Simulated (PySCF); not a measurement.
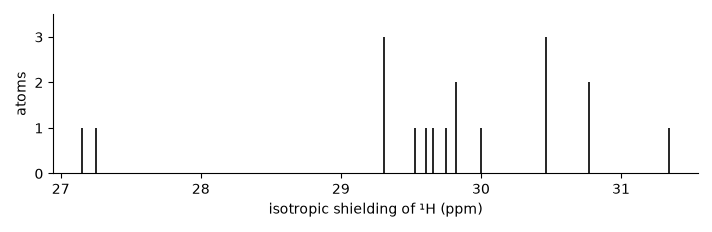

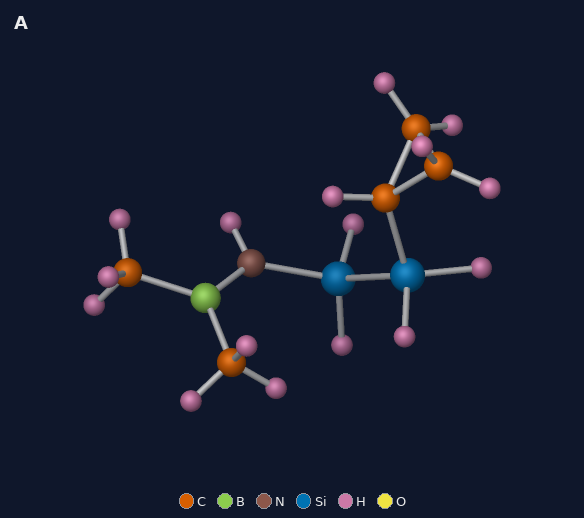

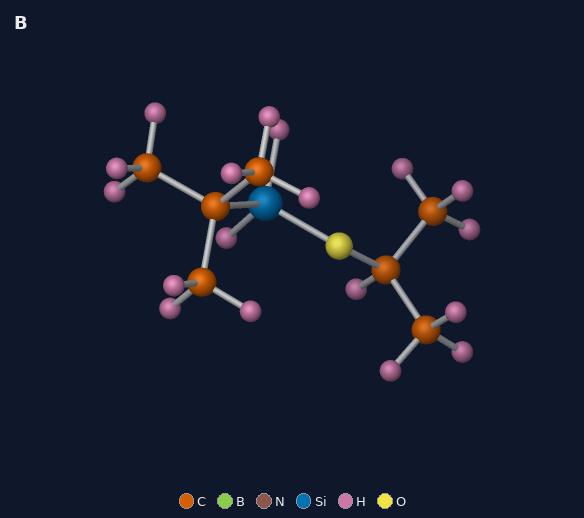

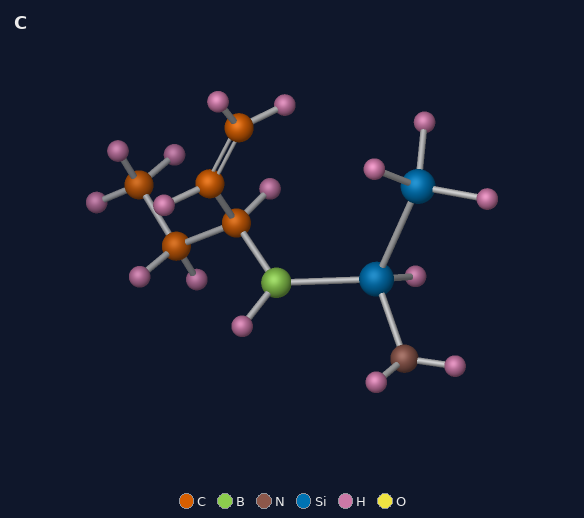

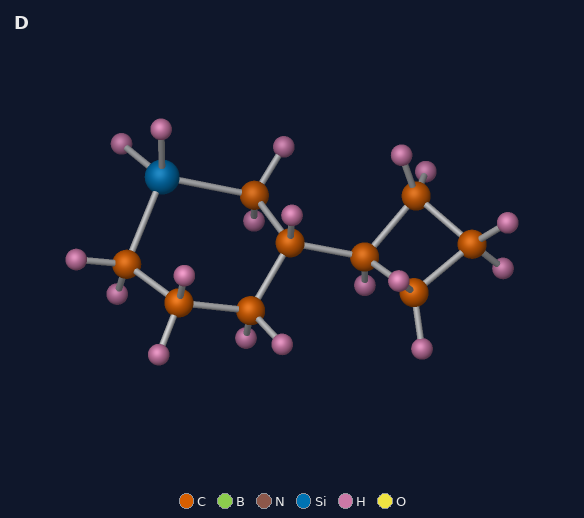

The sticks are computed shieldings of one of the molecules, for one fixed geometry (PBE0-D3(BJ)/def2-SVP) without averaging over rotations. Low shielding means a high chemical shift. Method: GIAO PBE0/pcSseg-1 NMR shielding, non-relativistic, gas phase (PySCF 2.14.0).

### Which molecule gives this pattern?

D, `C1CC([C@@H]2CCC[SiH2]C2)C1`. Its 18 H atoms give lines at 27.16, 27.25, 29.31 (3 atoms), 29.53, 29.61, 29.66, 29.75, 29.82 (2 atoms), 30.00, 30.46 (3 atoms), 30.77 (2 atoms), 31.34 ppm.

The geometry is semi-empirical. Around B, Si such bond lengths and angles can be off by a tenth of an ångström or more and by several degrees, and values that hang on the shape move with them.
